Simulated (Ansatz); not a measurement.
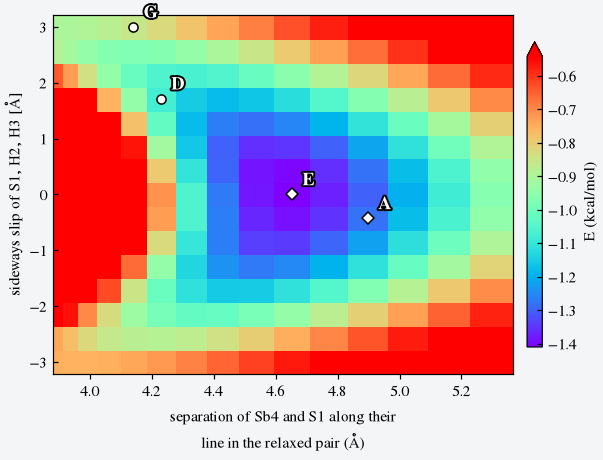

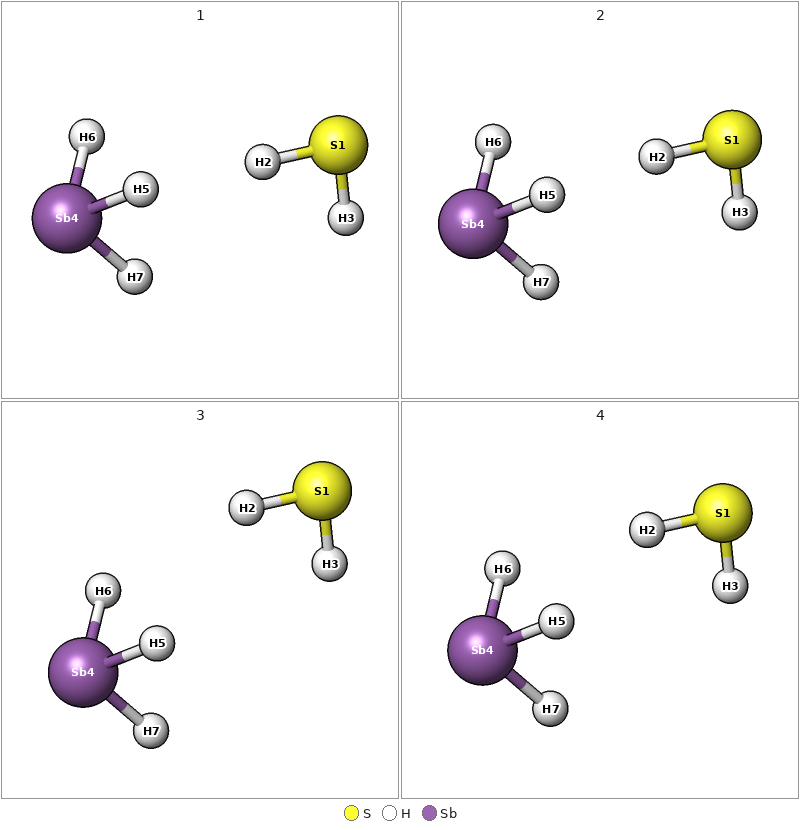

The pair H₂S···H₃Sb. 
- Coordinates scanned: (1) separation of Sb4 and S1 along their line in the relaxed pair; (2) sideways slip of S1, H2, H3.
- Nothing is relaxed (both partners rigid).
- The grid has 15 × 15 points.
- Points are written as (first, second).
- All energies are given in kcal/mol relative to the two partners far apart, frozen as in the relaxed pair, each in its own basis (no counterpoise correction).
- All numbers below come from RKS PBE0-D4/def2-TZVPD (Ansatz).

The picture shows one coloured cell a grid point, one colour for all values above the top of the scale, lettered points. The numbered pictures are the structures at these points, in random order.

Question: Which structure belongs to which point?

Answer: A is structure 1: (4.897 Å, −0.43 Å), −1.28 kcal/mol; D is structure 4: (4.229 Å, 1.71 Å), −1.08 kcal/mol; E is structure 2: (4.652 Å, 0.00 Å), −1.41 kcal/mol; G is structure 3: (4.140 Å, 3.00 Å), −0.86 kcal/mol.
